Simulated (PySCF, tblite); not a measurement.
# CH4BFO: geometry, infrared bands, NMR shifts and spin-spin couplings

Aim: predict the infrared bands, NMR shifts and spin-spin couplings of CH4BFO (`BOCF`).

The runs use tblite 0.8.0 and PySCF 2.14.0, with density-fitted response routines of our own; the level of theory stands in each step. All values are computed, except where a source is named. Atoms are numbered from 0 throughout.

## (1) The starting structure

8 atoms, charge 0, multiplicity 1; geometry from: force field or distance geometry start.

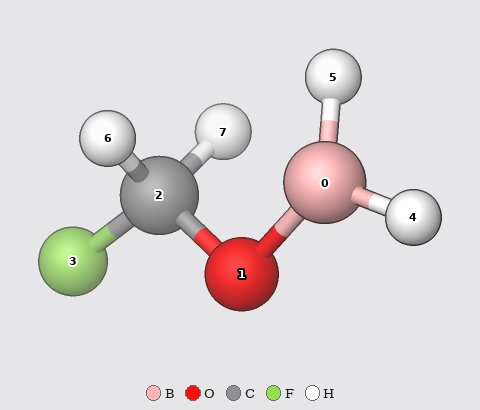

The starting geometry (boron pink, oxygen red, carbon grey, fluorine green, hydrogen white), atoms numbered; sticks join atoms by distance.

## (2) Optimising the geometry with GFN2-xTB

Job settings and geometry (Å):

```
{"job": {"kind": "relax", "xc": "GFN2-xTB", "basis": "xTB"}, "charge": 0, "multiplicity": 1}
B      1.279300    -0.094400     0.462600
O      0.105000    -0.832700    -0.078100
C     -0.980400    -0.063200     0.350800
F     -2.194300    -0.566100    -0.052100
H      2.376300    -0.409800     0.181300
H      1.126700     1.073200     0.713700
H     -0.932100    -0.070000     1.464800
H     -0.771500     0.972300    -0.032800
```

Command:

```
> OMP_NUM_THREADS=1 python probes_run.py task.json out
```

This one command runs all jobs of the session in turn.

**Question.** This job is followed by: GFN2-xTB harmonic vibrations, gas phase; GIAO PBE0/pcSseg-1 NMR shielding, non-relativistic, gas phase; B3LYP/pcJ-1 indirect spin-spin coupling, non-relativistic, gas phase. What will the session give for the following? strongest single infrared mode (GFN2-xTB); zero-point energy (GFN2-xTB); 13C shifts against TMS (PBE0/pcSseg-1); 1H shifts against TMS (PBE0/pcSseg-1, means over atoms taken as alike); 11B shifts against BF3·OEt2 (PBE0/pcSseg-1); 17O shifts against H2O (PBE0/pcSseg-1); 19F shifts against CFCl3 (PBE0/pcSseg-1); largest coupling of the table (B3LYP/pcJ-1).

**Answer**, as computed:

| quantity | value |
| --- | --- |
| strongest single infrared mode (GFN2-xTB) | 1019 cm⁻¹, 239 km/mol |
| zero-point energy (GFN2-xTB) | 34.0 kcal/mol |
| 13C shifts against TMS (PBE0/pcSseg-1) | 105.7 ppm |
| 1H shifts against TMS (PBE0/pcSseg-1, means over atoms taken as alike) | 6.25, 5.25 ppm |
| 11B shifts against BF3·OEt2 (PBE0/pcSseg-1) | 43.0 ppm |
| 17O shifts against H2O (PBE0/pcSseg-1) | 243.3 ppm |
| 19F shifts against CFCl3 (PBE0/pcSseg-1) | -182.4 ppm |
| largest coupling of the table (B3LYP/pcJ-1) | 1J(C,F) C2–F3, -287.2 Hz |

What this shows: The optimisation took 130 steps and gained 1.077 eV; among the close pairs (by a distance rule), B0–O1 changed most, from 1.489 to 1.331 Å. No mode is imaginary among the 18: a minimum at this level. The strongest single mode, at 1019 cm⁻¹, is carried by C2, F3, O1. Unscaled tight-binding wavenumbers are off by several per cent, some by more. Its intensities can rank the bands wrongly. The most deshielded hydrogen is H6, H7 (mean) (hydrogen on an sp3 CH2 bonded to F and O), at 6.25 ppm: its carbon carries F and O, an electronegative neighbour. At PBE0/pcSseg-1: The widest tensor belongs to O1: span 350 ppm, with a paramagnetic part of -300 ppm. In the run at B3LYP/pcJ-1, the largest coupling of the table is C2–F3, -287.2 Hz, of which the Fermi-contact term gives -306.8 Hz.
